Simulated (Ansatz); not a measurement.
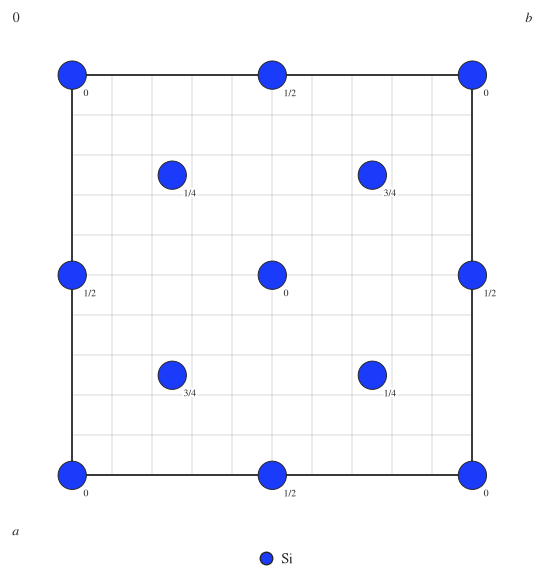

Plan of a unit cell projected along c (a down the page, b across); the numbers are heights as fractions of c, and atoms on the cell's edges are repeated. The grid marks tenths of a and b. Source: the input geometry of an electronic-structure calculation (not necessarily at equilibrium). The drawing is computed from the coordinates (standard cell, symmetry found to 0.002 Å).

a = 5.402 Å, b = 5.402 Å, c = 5.402 Å, α = 90.00°, β = 90.00°, γ = 90.00°.

Question: What does the cell contain?

Answer: 8 Si: Si, Z = 8.

Question: Give the fractional coordinates of all atoms, to two places.

Answer:
| atom | x | y | z |
| --- | --- | --- | --- |
| Si | 0.50 | 0.00 | 0.50 |
| Si | 0.25 | 0.25 | 0.25 |
| Si | 0.50 | 0.50 | 0.00 |
| Si | 0.25 | 0.75 | 0.75 |
| Si | 0.00 | 0.00 | 0.00 |
| Si | 0.75 | 0.25 | 0.75 |
| Si | 0.00 | 0.50 | 0.50 |
| Si | 0.75 | 0.75 | 0.25 |
